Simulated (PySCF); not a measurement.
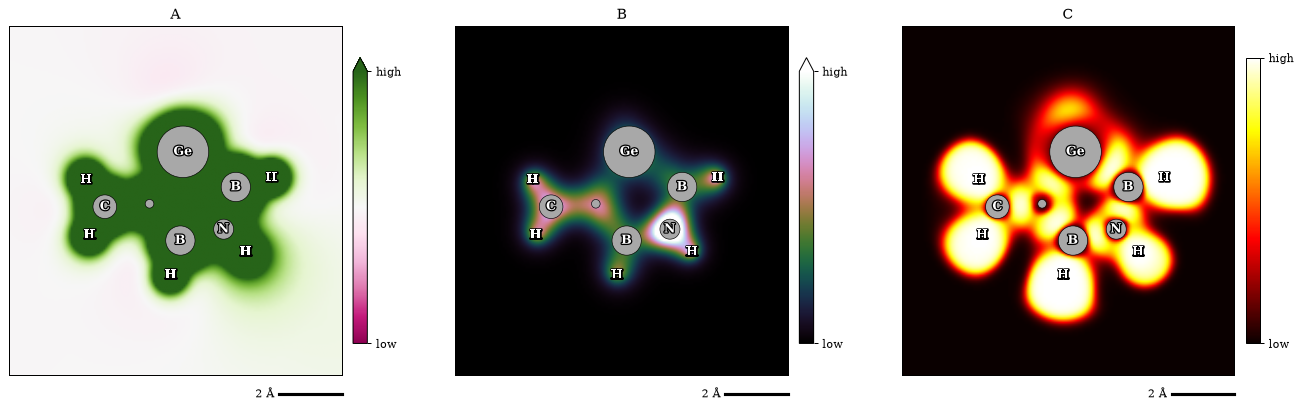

C2H10B3GeN: 3 fields on the plane of atoms B3, N4 and B5, with unlabelled colour scales. Grey discs cover the atomic cores.

Geometry: GFN2-xTB.

Level of theory: wB97X-D/def2-SVPD, SCF density, gas phase in PySCF 2.14.0.

The panels show electron density, electron localisation function and electrostatic potential in some order. Assign them.

Answer. Panel A: electrostatic potential (strongly positive close to the atoms and fading to about zero outside). Panel B: electron density. Panel C: electron localisation function. From the grid: B–N (1.40 Å): ρ is about 2 e/Å³ halfway; the ELF peaks at about 0.95 between the atoms (a polar covalent bond).
